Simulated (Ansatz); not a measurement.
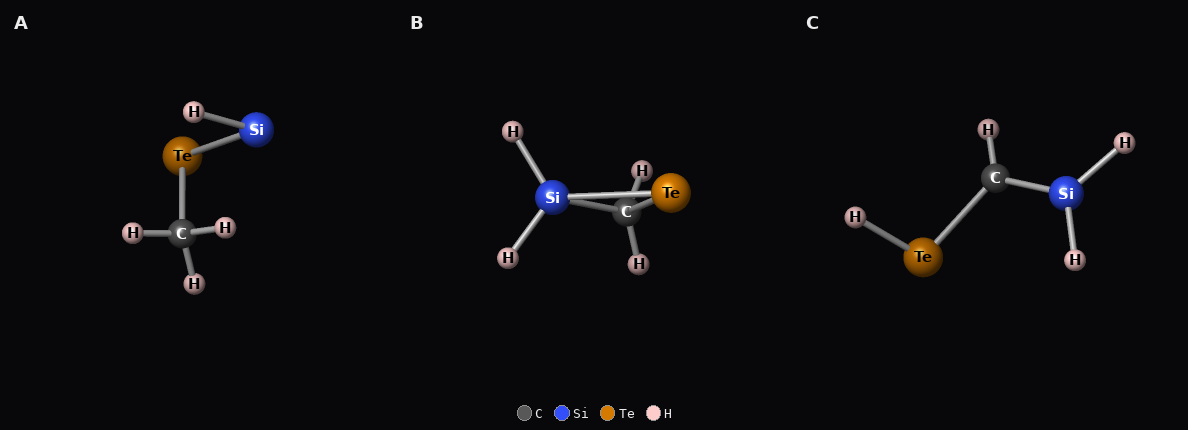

3 stationary structures of one formula. Geometries: PBE0-D4/def2-TZVP. Electronic energies: RHF-CCSD(T) (frozen core)/def2-TZVPP (Ansatz 0.2.0), without zero-point energy. No frequency run is at hand to confirm each as a minimum. Each is one conformer, not always the lowest.

> Which is lowest in energy, and by how much?

B is lowest (Cs); A lies 125.0 kJ/mol above it (C1), C lies 168.2 kJ/mol above it (C1).
